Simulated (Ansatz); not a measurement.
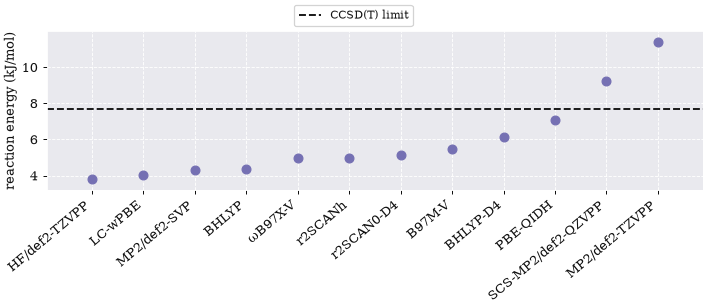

Electronic reaction energy of CH₂Br₂ (BrCBr) + HCl (Cl) → CH₂BrCl (ClCBr) + HBr (Br) (SMILES in brackets) at several levels (functionals in def2-TZVPP unless a basis is named), isolated molecules at PBE0-D4 triple-zeta geometries, minima by their frequencies, no zero-point or thermal terms, the Ansatz code. The line is frozen-core CCSD(T) at the basis limit (MP2 extrapolated from triple and quadruple zeta, plus CCSD(T) less MP2 in a smaller set). PBE-QIDH holds a correlation term that converges slowly with the basis, so part of the distance to the limit is basis error. No dispersion term is added to LC-wPBE, BHLYP, r2SCANh and PBE-QIDH. The distance of MP2/def2-SVP, SCS-MP2/def2-QZVPP and MP2/def2-TZVPP to the limit includes basis error.

Question: What range do the values span, the line included?

Answer: From 3.8 kJ/mol (HF/def2-TZVPP) to 11.4 kJ/mol (MP2/def2-TZVPP).

Question: Give the values.

Answer:
| level | kJ/mol | less CCSD(T) limit |
| --- | --- | --- |
| HF/def2-TZVPP | 3.8 | −3.9 |
| LC-wPBE | 4.0 | −3.7 |
| MP2/def2-SVP | 4.3 | −3.4 |
| BHLYP | 4.3 | −3.3 |
| ωB97X-V | 5.0 | −2.7 |
| r2SCANh | 5.0 | −2.7 |
| r2SCAN0-D4 | 5.1 | −2.6 |
| B97M-V | 5.5 | −2.2 |
| BHLYP-D4 | 6.1 | −1.5 |
| PBE-QIDH | 7.1 | −0.6 |
| SCS-MP2/def2-QZVPP | 9.3 | 1.6 |
| MP2/def2-TZVPP | 11.4 | 3.7 |
| CCSD(T) limit | 7.7 | 0.0 |

Note: no scalar relativity up to krypton; outer-core shells are correlated without core-valence functions, which makes the correlated values less sure.
